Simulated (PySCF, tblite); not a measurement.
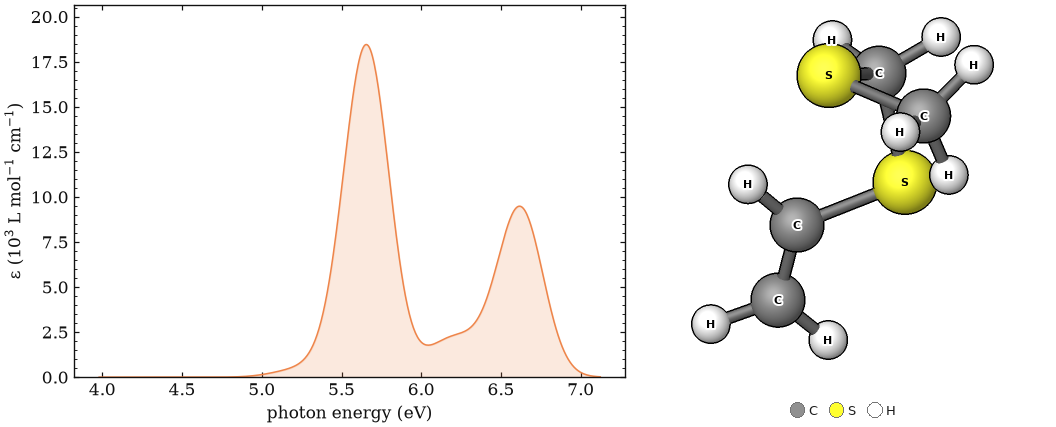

Computed absorption of C₄H₈S₂, SMILES C=CSCSC. Vertical TDDFT excitations, CAM-B3LYP/def2-SVPD, PySCF, at a GFN2-xTB geometry (a minimum by its frequencies), gas phase. Only the first 8 singlet excitations are included; each is broadened by a Gaussian of 1/e half-width 0.20 eV.

Does any vertical transition fall in the visible?

Answer. No singlet lies below 3.1 eV (beyond 400 nm), so at this level no vertical transition falls in the visible.

Which of the computed transitions is the brightest, and what character does the calculation give it?

Answer. S3 at 5.66 eV (219 nm), f = 0.226, mainly HOMO → LUMO+1 (68 %).

Known limits of this run: the tight-binding geometry is rougher than a DFT one and adds to the error; one conformer of a flexible molecule; core orbitals are frozen in the response.
